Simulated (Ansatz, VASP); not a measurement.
# Cross-check of KTaO3 between VASP and Ansatz, part 2 of 2

One calculation is typed for both programs; each brings its own data sets. How far apart do they land? The cell is taken from a series of VASP runs on this material, whose earlier steps may have relaxed, scaled or displaced it; both programs get it as it stands. Valence electrons are named where the data sets of a main pair hold unlike numbers.

VASP 6.6.1 and Ansatz 0.2.0.

So far. Step 3 (VASP: band structure, PBE): The run ends at a pressure of 5.40 GPa.

### 5. VASP: band structure, r2SCAN, spin-orbit coupling

Level of this step: r2SCAN, spin-orbit coupling; plane waves and PAW (Ta_pv, K_sv, O) (VASP).

The same path points are solved in both programs, so levels can be compared one by one.

Input file INCAR:

```
SYSTEM = KTaO3
PREC = Accurate
ENCUT = 460
EDIFF = 1E-06
NELM = 100
ISMEAR = 0
SIGMA = 0.03
LREAL = .FALSE.
ALGO = Normal
METAGGA = R2SCAN
LASPH = .TRUE.
LNONCOLLINEAR = .TRUE.
MAGMOM = 0 0 0 0 0 0 0 0 0 0 0 0 0 0 0
NBANDS = 50
GGA_COMPAT = .FALSE.
LSORBIT = .TRUE.
LMAXMIX = 4
LORBIT = 11
LWAVE = .FALSE.
LCHARG = .FALSE.
KPAR = 4
```

Input file POSCAR:

```
KTaO3
1.0
    3.9883000000      0.0000000000      0.0000000000
    0.0000000000      3.9883000000      0.0000000000
    0.0000000000      0.0000000000      3.9883000000
Ta K O
1 1 3
Direct
    0.0000000000      0.0000000000      0.0000000000
    0.5000000000      0.5000000000      0.5000000000
    0.0000000000      0.0000000000      0.5000000000
    0.0000000000      0.5000000000      0.0000000000
    0.5000000000      0.0000000000      0.0000000000
```

Input file KPOINTS:

```
Automatic mesh
0
Gamma
4 4 4
0 0 0
```

Input file KPOINTS_OPT:

```
Line mode
8
Line-mode
Reciprocal
  0.00000000   0.00000000   0.00000000 GAMMA
  0.00000000   0.50000000   0.00000000 X

  0.00000000   0.50000000   0.00000000 X
  0.50000000   0.50000000   0.00000000 M

  0.50000000   0.50000000   0.00000000 M
  0.00000000   0.00000000   0.00000000 GAMMA

  0.00000000   0.00000000   0.00000000 GAMMA
  0.50000000   0.50000000   0.50000000 R

  0.50000000   0.50000000   0.50000000 R
  0.00000000   0.50000000   0.00000000 X

  0.50000000   0.50000000   0.00000000 M
  0.50000000   0.50000000   0.50000000 R
```

Potentials, in the order of the species: Ta_pv, K_sv and O (PBE family, release 64).

Run with:

```sh
mpirun -np 4 vasp_ncl
```

Numbers of over 12 decimals in the logs are rounded to 6 here.

The log of the run:

```text
[banner, memory and clock lines left out]
running    4 mpi-ranks, on    1 nodes
[...]
|                                                                             |
|               ----> ADVICE to this user running VASP <----                  |
|                                                                             |
|     You enforced a specific xc type in the INCAR file but a different       |
|     [... a line on the potential file left out ...]
|     I HOPE YOU KNOW WHAT YOU ARE DOING!                                     |
|                                                                             |

 LDA part: xc-table for (None), standard interpolation
 POSCAR, INCAR and KPOINTS ok, starting setup
[...]
entering main loop
       N       E                     dE             d eps       ncg     rms          rms(c)
DAV:   1     0.278611926963E+03    0.27861E+03   -0.19829E+04  1000   0.144E+03
DAV:   2    -0.805787505670E+02   -0.35919E+03   -0.34538E+03  1196   0.441E+02
[...]
1 F= -.87724228E+02 E0= -.87724228E+02  d E =-.568367E-38  mag=    -0.0000    -0.0000    -0.0000
 Start KPOINTS_OPT (optional k-point list driver)
k-point batch [1-10\48]
       N       E                     dE             ncg
DAV:   1    -0.599905931771E+03   -0.45891E+04     1000
DAV:   2    -0.400396449669E+04   -0.34041E+04     1180
DAV:   3    -0.424837897142E+04   -0.24441E+03     1350
DAV:   4    -0.425791506365E+04   -0.95361E+01     1552
DAV:   5    -0.425821049094E+04   -0.29543E+00     1492
DAV:   6    -0.425821727079E+04   -0.67798E-02     1432
DAV:   7    -0.425821745380E+04   -0.18302E-03     1472
DAV:   8    -0.425821745887E+04   -0.50663E-05     1158
DAV:   9    -0.425821745923E+04   -0.35918E-06      832
[...]
k-point batch [41-48\48]
       N       E                     dE             ncg
DAV:   1     0.109291831479E+04   -0.10644E+05      800
DAV:   2    -0.174830792658E+04   -0.28412E+04      930
DAV:   3    -0.193703047762E+04   -0.18872E+03     1120
DAV:   4    -0.194146595514E+04   -0.44355E+01     1144
DAV:   5    -0.194161644227E+04   -0.15049E+00     1332
DAV:   6    -0.194161828565E+04   -0.18434E-02     1136
DAV:   7    -0.194161834891E+04   -0.63258E-04     1184
DAV:   8    -0.194161835094E+04   -0.20315E-05      952
DAV:   9    -0.194161835105E+04   -0.11194E-06      760
```

Parts of OUTCAR (step 5):

```text
  Total        0.3384494      0.3384494      0.3384494     -0.0000000      0.0000000      0.0000000
  in kB        8.5475356      8.5475356      8.5475356     -0.0000000      0.0000000      0.0000000
  external PRESSURE =       8.5475356 kB  Pullay stress =       0.0000000 kB

 POSITION                                       TOTAL-FORCE (eV/Angst)
 -----------------------------------------------------------------------------------
      0.00000      0.00000      0.00000         0.000000      0.000000      0.000000
      1.99415      1.99415      1.99415         0.000000      0.000000      0.000000
      0.00000      0.00000      1.99415         0.000000      0.000000      0.000000
      0.00000      1.99415      0.00000         0.000000      0.000000      0.000000
      1.99415      0.00000      0.00000         0.000000      0.000000      0.000000
 -----------------------------------------------------------------------------------
    total drift:                                0.000000     -0.000000     -0.000000

  FREE ENERGIE OF THE ION-ELECTRON SYSTEM (eV)
  ---------------------------------------------------
  free  energy   TOTEN  =       -87.7242278866 eV

  energy  without entropy=      -87.7242278866  energy(sigma->0) =      -87.72422789

 magnetization (x)
# of ion       s       p       d       tot
------------------------------------------
    1       -0.000   0.000   0.000  -0.000
    2        0.000   0.000  -0.000   0.000
    3        0.000   0.000   0.000   0.000
    4       -0.000  -0.000   0.000  -0.000
    5        0.000   0.000   0.000   0.000
--------------------------------------------------
tot          0.000   0.000  -0.000   0.000

 magnetization (y)
# of ion       s       p       d       tot
------------------------------------------
    1        0.000  -0.000  -0.000   0.000
    2       -0.000   0.000  -0.000  -0.000
    3        0.000   0.000   0.000   0.000
    4        0.000  -0.000   0.000  -0.000
    5        0.000   0.000   0.000   0.000
--------------------------------------------------
tot         -0.000   0.000  -0.000   0.000

 magnetization (z)
# of ion       s       p       d       tot
------------------------------------------
    1        0.000  -0.000   0.000   0.000
    2        0.000   0.000  -0.000   0.000
    3       -0.000  -0.000   0.000  -0.000
    4        0.000   0.000   0.000   0.000
    5        0.000   0.000   0.000   0.000
--------------------------------------------------
tot          0.000   0.000   0.000   0.000

[... 1 part as in an earlier step ...]

[... 2 further parts left out ...]
[key lines of the parts left out:]
E-fermi :   1.6976
```

The PAW data sets were made with PBE, which is usual practice but a small mismatch for other functionals.

### 6. Ansatz: band structure, r2SCAN, spin-orbit coupling

The same cell, functional, mesh and smearing now go to Ansatz, which takes its cutoff from its data sets.

The cell is taken from a series of VASP runs on this material, whose earlier steps may have relaxed, scaled or displaced it; both programs get it as it stands.

Input file input.yaml:

```yaml
crystal:
  lattice:
    - [3.9883, 0.0, 0.0]
    - [0.0, 3.9883, 0.0]
    - [0.0, 0.0, 3.9883]
  atoms:
    - { symbol: Ta, position: [0.0, 0.0, 0.0] }
    - { symbol: K, position: [0.5, 0.5, 0.5] }
    - { symbol: O, position: [0.0, 0.0, 0.5] }
    - { symbol: O, position: [0.0, 0.5, 0.0] }
    - { symbol: O, position: [0.5, 0.0, 0.0] }
hamiltonian:
  xc: r2scan
  pseudopotentials: { kind: paw_fr }
magnetization:
  noncollinear: true
  spin_orbit: true
kpoints:
  mp_grid: { grid: [4, 4, 4] }
  band_path:
    path:
      - [0.0, 0.0, 0.0]
      - [0.0, 0.07143, 0.0]
      - [0.0, 0.21429, 0.0]
      - [0.0, 0.28571, 0.0]
      - [0.0, 0.42857, 0.0]
      - [0.0, 0.5, 0.0]
      - [0.07143, 0.5, 0.0]
      - [0.21429, 0.5, 0.0]
      - [0.28571, 0.5, 0.0]
      - [0.42857, 0.5, 0.0]
      - [0.5, 0.5, 0.0]
      - [0.42857, 0.42857, 0.0]
      - [0.28571, 0.28571, 0.0]
      - [0.14286, 0.14286, 0.0]
      - [0.07143, 0.07143, 0.0]
      - [0.0, 0.0, 0.0]
      - [0.07143, 0.07143, 0.07143]
      - [0.21429, 0.21429, 0.21429]
      - [0.35714, 0.35714, 0.35714]
      - [0.42857, 0.42857, 0.42857]
      - [0.5, 0.5, 0.5]
      - [0.35714, 0.5, 0.35714]
      - [0.28571, 0.5, 0.28571]
      - [0.14286, 0.5, 0.14286]
      - [0.07143, 0.5, 0.07143]
      - [0.5, 0.5, 0.0]
      - [0.5, 0.5, 0.14286]
      - [0.5, 0.5, 0.21429]
      - [0.5, 0.5, 0.35714]
      - [0.5, 0.5, 0.5]
    npoints: 1
scf:
  occupations: { method: gaussian, width: 0.03 }
  n_extra_bands: 16
output:
  forces: true
  stress: true
  eigenvalues: true
```

Run with:

```sh
ansatz run input.yaml --threads 2 --pin off --max-ram 4608MiB --backend cpu --events-out ev --progress --plain --runs-dir out
```

The log of the run:

```text
[...]
non-collinear run that drives no moment, with spin-orbit: no starting moment large enough to seed its density (crystal.atoms[].spin), no starting occupations that ask for one, no magnetisation constraint and no magnetic field, so the semilocal B_xc is pinned to zero
Crystal: 5 atoms, lattice volume = 63.440 Å³
[...]
k-point 1: bands = [... 36 lower, 7.5372, 7.5372, 7.6716, 7.6716, 11.0690, 11.0690, 12.3551, 12.3551, ... 12 higher]
  k-point 2: bands = [... 36 lower, 7.4611, 7.4611, 7.6113, 7.6113, 11.1569, 11.1569, 13.7040, 13.7040, ... 12 higher]
  k-point 9: bands = [... 36 lower, 8.4082, 8.4082, 8.4082, 8.4082, 15.1700, 15.1700, 15.1700, 15.1700, ... 12 higher]
[key lines of the parts left out:]
SCF converged after 8 iterations
Magnetization: |M| = 0.0000 μB,  M = (+0.0000, +0.0000, +0.0000) μB
Free energy (F): -13174.859166 eV
Fermi energy:    9.641555 eV
P = ⅓ Tr σ = 0.1191 GPa (1.191 kbar)
```

Wall time 11 s (2 threads of Intel Xeon 6975P-C (Granite Rapids), shared host); peak memory 0.69 GiB.

### 7. Side by side

What differs besides the data sets and the points named for the pairs above, as far as they apply: spin-orbit coupling enters by fully relativistic files in Ansatz and inside the spheres in VASP; VASP keeps PBE cores, Ansatz makes them for the functional; the data sets hold 40 valence electrons in Ansatz (on its fully relativistic PAW (standard-fr) files) and 38 in VASP; the cutoff is 500 eV in Ansatz and 460 eV in VASP. Total energies have different zeros and are not compared.

Compared:

```
                                        quantity  Ansatz   VASP  difference
                                  pressure (GPa)    0.12   0.85       -0.74
pressure without Ansatz's Pulay correction (GPa)    0.05   0.85       -0.81
                   gap over the path points (eV)   2.467  2.406      +0.061
```

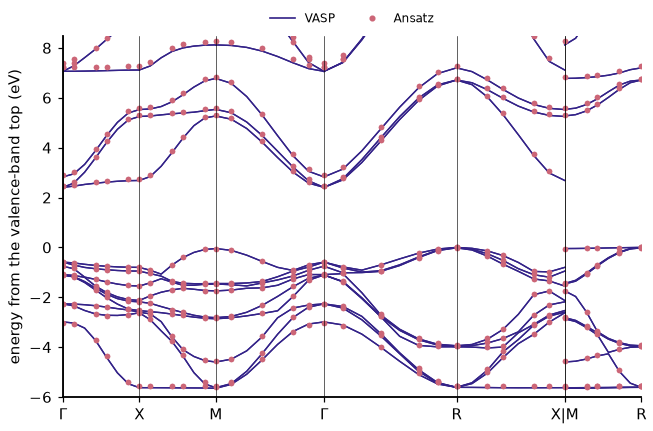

Bands from VASP (lines) and levels from Ansatz (dots). Dots without a line are higher empty bands that the VASP plot leaves out.

Levels at points of the path, from each program's valence-band top (eV; 8 filled, then empty):

```csv
k (reciprocal lattice),Ansatz,VASP
0.000 0.000 0.000,-1.08 -1.08 -0.75 -0.75 -0.58 -0.58 -0.58 -0.58 2.47 2.47 2.47 2.47 2.90 2.90,-1.09 -1.09 -0.76 -0.76 -0.59 -0.59 -0.59 -0.59 2.41 2.41 2.41 2.41 2.83 2.83
0.000 0.071 0.000,-1.11 -1.11 -0.84 -0.84 -0.70 -0.70 -0.62 -0.62 2.52 2.52 2.63 2.63 3.02 3.02,-1.12 -1.12 -0.85 -0.85 -0.71 -0.71 -0.62 -0.62 2.46 2.46 2.58 2.58 2.95 2.95
0.000 0.214 0.000,-1.54 -1.54 -1.27 -1.27 -0.85 -0.85 -0.72 -0.72 2.64 2.64 3.64 3.64 3.94 3.94,-1.55 -1.55 -1.28 -1.28 -0.86 -0.86 -0.72 -0.72 2.57 2.57 3.59 3.59 3.88 3.88
0.000 0.286 0.000,-1.79 -1.79 -1.38 -1.38 -0.89 -0.89 -0.75 -0.75 2.68 2.68 4.25 4.25 4.54 4.54,-1.81 -1.81 -1.39 -1.39 -0.90 -0.90 -0.76 -0.76 2.62 2.62 4.20 4.20 4.48 4.48
0.000 0.429 0.000,-2.08 -2.08 -1.52 -1.52 -0.94 -0.94 -0.79 -0.79 2.74 2.74 5.16 5.16 5.45 5.45,-2.09 -2.09 -1.53 -1.53 -0.95 -0.95 -0.80 -0.80 2.67 2.67 5.11 5.11 5.39 5.39
0.000 0.500 0.000,-2.12 -2.12 -1.54 -1.54 -0.95 -0.95 -0.80 -0.80 2.75 2.75 5.30 5.30 5.59 5.59,-2.13 -2.13 -1.55 -1.55 -0.95 -0.95 -0.80 -0.80 2.68 2.68 5.25 5.25 5.53 5.53
0.071 0.500 0.000,-1.93 -1.93 -1.41 -1.41 -1.04 -1.04 -0.91 -0.91 2.90 2.90 5.32 5.32 5.61 5.61,-1.95 -1.95 -1.42 -1.42 -1.05 -1.05 -0.92 -0.92 2.84 2.84 5.27 5.27 5.55 5.55
0.214 0.500 0.000,-1.69 -1.69 -1.38 -1.38 -1.36 -1.36 -0.70 -0.70 3.86 3.86 5.41 5.41 5.90 5.90,-1.71 -1.71 -1.40 -1.40 -1.36 -1.36 -0.71 -0.71 3.80 3.80 5.36 5.36 5.84 5.84
0.286 0.500 0.000,-1.64 -1.64 -1.52 -1.52 -1.43 -1.43 -0.41 -0.41 4.43 4.43 5.44 5.44 6.18 6.18,-1.64 -1.64 -1.52 -1.52 -1.44 -1.44 -0.41 -0.41 4.38 4.38 5.39 5.39 6.12 6.12
0.429 0.500 0.000,-1.74 -1.74 -1.46 -1.46 -1.44 -1.44 -0.08 -0.08 5.24 5.24 5.54 5.54 6.74 6.74,-1.73 -1.73 -1.48 -1.48 -1.46 -1.46 -0.08 -0.08 5.19 5.19 5.48 5.48 6.68 6.68
```

Among the levels compared at these points, filled levels agree within 33 meV and empty ones within 76 meV. Ansatz's pressure holds a Pulay correction of 0.07 GPa; VASP's holds none.

### 8. Ansatz: dielectric response, LDA

The response to a field tests empty states and converges slowly with the mesh.

The cell is taken from a series of VASP runs on this material, whose earlier steps may have relaxed, scaled or displaced it; both programs get it as it stands.

Input file input.yaml:

```yaml
crystal:
  lattice:
    - [3.9883, 0.0, 0.0]
    - [0.0, 3.9883, 0.0]
    - [0.0, 0.0, 3.9883]
  atoms:
    - { symbol: Ta, position: [0.0, 0.0, 0.0] }
    - { symbol: K, position: [0.5, 0.5, 0.5] }
    - { symbol: O, position: [0.0, 0.0, 0.5] }
    - { symbol: O, position: [0.0, 0.5, 0.0] }
    - { symbol: O, position: [0.5, 0.0, 0.0] }
hamiltonian:
  xc: lda
  pseudopotentials: { kind: paw }
kpoints:
  mp_grid: { grid: [8, 8, 8] }
scf:
  occupations: { method: fixed }
dielectric:
  method: response
```

The log of the run:

```text
[...]
Crystal: 5 atoms, lattice volume = 63.440 Å³
Basis set: ecut = 420 eV, 1237 PW (Γ), exchange–correlation on 54×54×54 points (8 copies of the dense FFT grid, shifted against one another)
Bands: 25, of which v1, the nominal top of the filled ones, is band 20 counted from 1 (19 counted from 0)
Symmetry: 48 space group operations
k-points: 75 of 512 (irreducible under 8 space group operations, time reversal used)
[...]
site 2:
[...]
site 3:
[...]
0.00000   -0.00000   -1.67968
    site 4:
        -6.54012   -0.00000    0.00000
        -0.00000   -1.67968   -0.00000
         0.00000    0.00000   -1.67968
  Z* charge neutrality: 2.286e-3 e pre-enforcement
  solved inside a basis spanned on kpoints, on 8×8×8 k-points, its susceptibility summed on 12×12×12: ε∞ is read to err by 1.6e-2, Z* by 3.9e-2 e (field_mesh: kpoints solves on kpoints); Z* is corrected for what the basis lacks
[key lines of the parts left out:]
SCF converged after 8 iterations
Free energy (F): -12850.993617 eV
Fermi energy:    8.396446 eV
```

Wall time 19 s (2 threads); peak memory 0.75 GiB.

### 9. VASP: dielectric response, LDA

The same cell, functional (in two slightly different forms) and mesh now go to VASP, with its own data sets.

Input file INCAR:

```
SYSTEM = KTaO3
PREC = Accurate
ENCUT = 460
EDIFF = 1E-08
NELM = 100
ISMEAR = 0
SIGMA = 0.01
LREAL = .FALSE.
ALGO = Normal
GGA = CA
NBANDS = 25
LORBIT = 11
LWAVE = .FALSE.
LCHARG = .FALSE.
KPAR = 4
LEPSILON = .TRUE.
```

POSCAR is that of step 5.

Input file KPOINTS:

```
Automatic mesh
0
Gamma
8 8 8
0 0 0
```

Potentials, in the order of the species: Ta_pv, K_sv and O (LDA family, release 64).

Run with:

```sh
mpirun -np 4 vasp_std
```

The log of the run:

```text
[banner, memory and clock lines left out]
running    4 mpi-ranks, on    1 nodes
[...]
LDA part: xc-table for (Slater(with rela. corr.)+CA(PZ))
 , standard interpolation
 POSCAR, INCAR and KPOINTS ok, starting setup
[...]
entering main loop
       N       E                     dE             d eps       ncg     rms          rms(c)
DAV:   1     0.306236213991E+03    0.30624E+03   -0.19548E+04  1750   0.138E+03
DAV:   2    -0.353435788153E+02   -0.34158E+03   -0.33235E+03  2086   0.419E+02
DAV:   3    -0.528315758651E+02   -0.17488E+02   -0.17427E+02  2649   0.920E+01
DAV:   4    -0.533505052859E+02   -0.51893E+00   -0.51849E+00  2754   0.111E+01
[...]
DAV:  13    -0.450523668882E+02    0.36857E-06   -0.26625E-06  2318   0.126E-02    0.359E-03
DAV:  14    -0.450523668400E+02    0.48236E-07   -0.43225E-07  2683   0.426E-03    0.119E-03
DAV:  15    -0.450523668428E+02   -0.28713E-08   -0.19739E-08  1831   0.904E-04
   1 F= -.45052367E+02 E0= -.45052367E+02  d E =-.111370E-61
[...]
RMM:  29    -0.835557909456E+00    0.84480E-06   -0.33971E-06  6999   0.199E-03    0.101E-05
RMM:  30    -0.835559289822E+00   -0.13804E-05   -0.34563E-06  6939   0.199E-03    0.558E-06
 change of polarisation eV/A/(eV/A) component  2 :    -0.201     1.607    -0.228
 dielectric tensor                  component  2 :    -0.573     5.583    -0.650
 Linear response to external field, progress :
  Direction:   3
       N       E                     dE             d eps       ncg     rms          rms(c)
RMM:   1    -0.792417703316E+00   -0.79242E+00   -0.36939E+00  7329   0.512E+00
RMM:   2    -0.833504363307E+00   -0.41087E-01   -0.50085E-02  7081   0.103E+00    0.131E+00
RMM:   3    -0.815439699119E+00    0.18065E-01   -0.30436E-02  6386   0.941E-01    0.723E-01
RMM:   4    -0.828210690669E+00   -0.12771E-01   -0.20684E-02  6750   0.847E-01    0.152E-01
[...]
RMM:  26    -0.835550611762E+00   -0.26750E-06   -0.71794E-07  7661   0.209E-03    0.471E-05
RMM:  27    -0.835550238345E+00    0.37342E-06   -0.34554E-06  7113   0.207E-03    0.204E-05
RMM:  28    -0.835550906216E+00   -0.66787E-06   -0.12021E-06  7026   0.208E-03    0.894E-06
 change of polarisation eV/A/(eV/A) component  3 :    -0.166    -0.263     1.607
 dielectric tensor                  component  3 :    -0.474    -0.750     5.583
 Born effective charges drift removed
```

Parts of OUTCAR (step 9):

```text
  Total       -2.0190458     -2.0190458     -2.0190458      0.0000000      0.0000000      0.0000000
  in kB      -50.9909718    -50.9909718    -50.9909718      0.0000000      0.0000000      0.0000000
  external PRESSURE =     -50.9909718 kB  Pullay stress =       0.0000000 kB

 POSITION                                       TOTAL-FORCE (eV/Angst)
 -----------------------------------------------------------------------------------
      0.00000      0.00000      0.00000         0.000000      0.000000      0.000000
      1.99415      1.99415      1.99415         0.000000      0.000000      0.000000
      0.00000      0.00000      1.99415         0.000000      0.000000      0.000000
      0.00000      1.99415      0.00000         0.000000      0.000000      0.000000
      1.99415      0.00000      0.00000         0.000000      0.000000      0.000000
 -----------------------------------------------------------------------------------
    total drift:                                0.000000      0.000000     -0.000000

 MACROSCOPIC STATIC DIELECTRIC TENSOR (including local field effects in DFT)
 ------------------------------------------------------
           5.582713    -0.000000     0.000000
          -0.000000     5.582713    -0.000000
           0.000000    -0.000000     5.582713
 ------------------------------------------------------

[... 1 part as in an earlier step ...]

[... 1 further part left out ...]
```

Energies printed during the response cycles are not total energies of the cell.

### 10. Differences

What differs besides the data sets and the points named for the pairs above, as far as they apply: the two LDA forms differ slightly; VASP's response is taken on the typed mesh, Ansatz refines its own for the field response alone; the data sets hold 40 valence electrons in Ansatz (on its default PAW (the set named soft_2) files) and 38 in VASP; VASP's log shows a relativistic correction to its local exchange, Ansatz's none. Total energies have different zeros and are not compared.

Compared:

```
                                     quantity  Ansatz   VASP  difference
                                        ε∞ xx    5.51   5.58     -1.37 %
                                        ε∞ yy    5.51   5.58     -1.37 %
                                        ε∞ zz    5.51   5.58     -1.37 %
Born charge of Ta1 (mean of the diagonal) (e)    8.75   8.82       -0.07
 Born charge of K2 (mean of the diagonal) (e)    1.15   1.15        0.00
 Born charge of O3 (mean of the diagonal) (e)   -3.30  -3.32       +0.02
```

### 11. What came out

| Property | Result |
| --- | --- |
| largest difference of a filled level at the path points (band structure, PBE) | 27 meV |
| difference in gap over the path points (band structure, PBE) | 0.048 eV |
| largest difference of a filled level at the path points (band structure, r2SCAN, spin-orbit coupling) | 33 meV |
| difference in pressure (band structure, r2SCAN, spin-orbit coupling) | -0.74 GPa |
| difference in gap over the path points (band structure, r2SCAN, spin-orbit coupling) | 0.061 eV |
| difference in ε∞ xx (dielectric response, LDA) | -1.4 % |

In words: The difference in gap over the path points is 0.061 eV (band structure, r2SCAN, spin-orbit coupling), within the 0.08 eV picked in this series as the mark of a large difference. The data sets hold unlike numbers of valence electrons (40 in Ansatz and 38 in VASP), so part of the differences comes from the potentials. 3 further runs of this series are not shown here. Such differences can come from data sets, numerical settings and the points named under the comparisons, not from the functional's error against experiment.

[Lines on the potential files, build, host, timing and source positions are cut from VASP's logs without a mark.]

[Logs are printed without paths, hosts, clocks, repeated set-up lines and the standing remarks that a program may print on its own settings, such as how far it seeks lower states.]

[Hosts, paths, dates, database ids (printed as entryN), source tags and the programs' standing remarks are cut or masked in the printed files.]
